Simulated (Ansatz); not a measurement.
Ir (fcc, Cu type)

```
Ir
1.0
    0.00000     1.93542     1.93542
    1.93542     0.00000     1.93542
    1.93542     1.93542     0.00000
Ir
1
Direct
  0.00000   0.00000   0.00000
```

Grid over V/V₀ and (c/a)/(c/a)₀, subscript 0 meaning the relaxed cell; the conventional c axis lies along z; no internal relaxation.

Calculation: PBE (plane waves to 420 eV, PAW, scalar-relativistic; Ansatz, a quantum-chemistry and plane-wave program). k mesh 21×21×21 (Γ-centred), Fermi-Dirac smearing 0.05 eV. E stands for the smeared free energy. With partly filled bands, the response to shear is sensitive to the k mesh, so small differences along c/a are uncertain. Ir is run without spin polarisation. Ir was relaxed with its symmetry unable to fall. Spin-orbit coupling is left out, though Ir is heavy. The zero of ΔE is the relaxed starting cell.

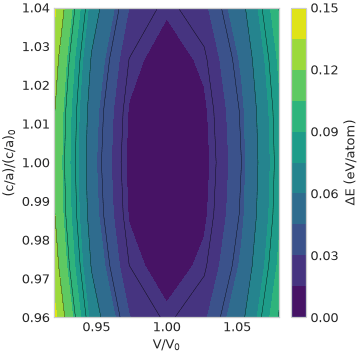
Figure. ΔE (eV/atom) over the 7×7 grid of computed points.

The shear modulus C′ = (C11 − C12)/2 (fit, atoms clamped) is 180 GPa. Highest place on the grid: V/V₀ = 0.920, (c/a)/(c/a)₀ = 0.960 (140 meV/atom). Lowest place on the grid: V/V₀ = 1.000, (c/a)/(c/a)₀ = 1.000 (0 meV/atom).

Near the relaxed cell σzz − σxx = −2Cδ (compression positive), C being this modulus and δ the logarithm of the ratio.

(A scan under strain: stresses follow from slopes of the energy per volume, elastic moduli from its curvatures.)
